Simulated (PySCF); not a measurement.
Consider C$_{4}$H$_{11}$AlO$_{2}$S.

The calculation's input:

```
{"job": {"kind": "nmr", "xc": "PBE0", "basis": "pcSseg-1"}, "charge": 0, "multiplicity": 1}
C      2.386715    -1.144348    -0.733450
C      1.937153     0.219732    -0.349600
O      2.563416     1.240607    -0.368437
O      0.637400     0.197162     0.066945
C      0.092175     1.402593     0.551533
S     -1.547427     0.992787     1.161224
C     -2.484073     1.043817    -0.385433
Al    -0.871411    -1.484882     0.379848
H      1.741783    -1.521856    -1.526638
H      2.255886    -1.806027     0.123868
H      3.423306    -1.126468    -1.053768
H      0.688663     1.787917     1.384720
H      0.038865     2.158735    -0.238333
H     -2.338487     2.008390    -0.862363
H     -2.174544     0.222940    -1.037030
H     -3.527322     0.917580    -0.112415
H     -2.383695    -1.704808     0.710972
H      0.179472    -1.860930     1.482299
H     -0.627678    -1.533690    -1.186238
```

Run with:

```sh
OMP_NUM_THREADS=1 python probes_run.py task.json out
```

Geometry: GFN2-xTB.

Level of theory: PBE0/pcSseg-1, SCF density, gas phase, non-relativistic in PySCF.

**What can the converged electron density and electron localisation function tell about the bonding?**

C–O (1.20 Å): the density is about 3.4 e/Å³ at the midpoint; the ELF peaks at about 0.85 between the atoms; a short, multiple covalent bond.
C–C (1.49 Å): the density is about 1.8 e/Å³ at the midpoint; the ELF peaks at about 0.95 between the atoms (a covalent bond).
C–S (1.80 Å): the density is about 1.3 e/Å³ at the midpoint; the ELF peaks at about 0.95 between the atoms: a shared electron pair.
Al–O (2.28 Å): the density is about 0.22 e/Å³ at the midpoint, with its minimum of 0.17 e/Å³ about 0.9 Å from Al; the ELF is about 0.25 at the midpoint.

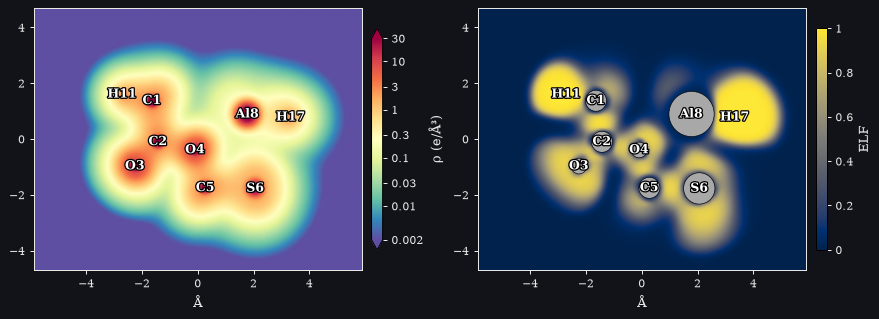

Computed electron density and electron localisation function on the plane of atoms C1, C2 and O3, in this order. Grey discs cover the atomic cores in the ELF map. 
